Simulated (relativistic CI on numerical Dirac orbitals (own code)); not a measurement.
**Ba³⁷⁺: how the levels respond to the fine-structure constant and the nuclear radius**

How sensitive are the low transitions of Ba³⁷⁺ to a change of α? Wanted is q = dE/dx with x = (α/α0)² − 1, and the field-shift factor by the mean square nuclear radius, for the lowest 30 levels.

Method: Dirac-Coulomb-Breit CI, KLI orbitals optimised for each configuration, derivatives by finite differences. Code: relativistic CI on numerical Dirac orbitals (own code) version 4.

### 1 Starting point

```
ion                 : Ba³⁷⁺ (Ba XXXVIII)
nuclear charge      : 56
electrons           : 19
isotope             : A = 138
first configuration : [Ar] 3d
```

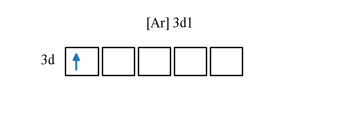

The shells outside the core, filled by Hund's rule for the drawing.

### 2 The run

Settings, as recorded:

```ini
atom Ba  Z=56  charge=37  electrons=19
nucleus A=138  rms_radius_fm=4.8378
hamiltonian dirac-coulomb  breit=on  qed=off  c_scale=1
orbitals kli  potential=per-configuration
slater_scale 1
correlation none
mixing on
configurations
  [Ar] 3d
  [Ne] 3s2 3p5 3d2
  [Ne] 3s 3p6 3d2
  [Ar] 4s
  [Ar] 4p
  [Ne] 3p6 3d3
  [Ne] 3p5 3d4
end
derivatives alpha2 +-0.01 radius +-1%
```

The run is started by

```bash
$ python run_levels.py task.json out
```

One command runs all members of the session, one after another, from task.json.

Q: Predict the outcome of this session. Wanted: lowest level; largest q in size, lowest 30 levels; largest K in size within the lowest configuration; largest field-shift factor among them.

The runs gave:

| quantity | value |
| --- | --- |
| lowest level | 3d 2D3/2 |
| largest q in size, lowest 30 levels | 458600 cm⁻¹ (3p5 3d2 [3p3/2^3 3d5/2^2] J=5/2° (ii)) |
| largest K in size within the lowest configuration | 2.01 (3d 2D5/2) |
| largest field-shift factor among them | 7.99 GHz/fm² (3p5 3d2 2H°11/2) |

What this shows: Among these levels the largest q belongs to 3p5 3d2 [3p3/2^3 3d5/2^2] J=5/2° (ii), a change of configuration. The fine-structure partner 2D5/2 has K = 2.01, close to the 2 of an interval that scales as α². K = 2q/E, the relative sensitivity of a level, hangs on the computed energy: between configurations that lie close it can be off by a factor of several.
